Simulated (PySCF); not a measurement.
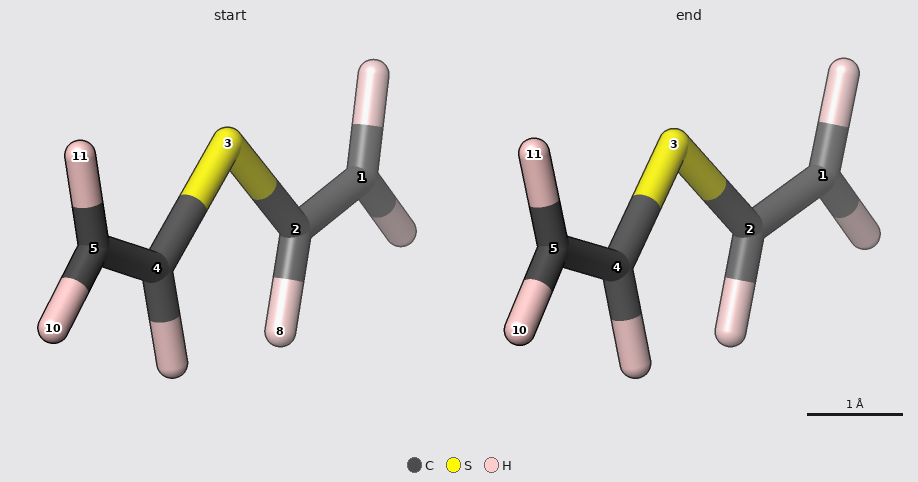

The structure of C4H6S before (left) and after (right) a relaxation, at one scale.

A stick model, seen from a free direction.

The start comes from GFN2-xTB. Its atoms were then displaced at random by about 0.01 Å.

Computed with PBE0-D3(BJ)/def2-SVP geometry optimisation, gas phase in PySCF 2.14.0, density-fitted response routines. 

### Describe what moved and what it gained.

The largest moves after the best rigid fit, 0.15 Å, are those of S and H atoms. Largest moves by element: S 0.15 Å, H 0.15 Å, C 0.07 Å. Among the contacts that change: C–S 1.808 → 1.752 Å, C–C 1.293 → 1.335 Å, C–H 1.056 → 1.093 Å, C–H 1.083 → 1.093 Å. Among the angles between lasting bonds that change: C–C–H 125.2° → 121.0°, S–C–H 111.9° → 115.0°, C–C–H 123.5° → 121.1°. The energy falls by 3.98 kcal/mol in 5 geometry steps. The run took 19 s on 1 thread of Arm Neoverse V2, on a shared host.
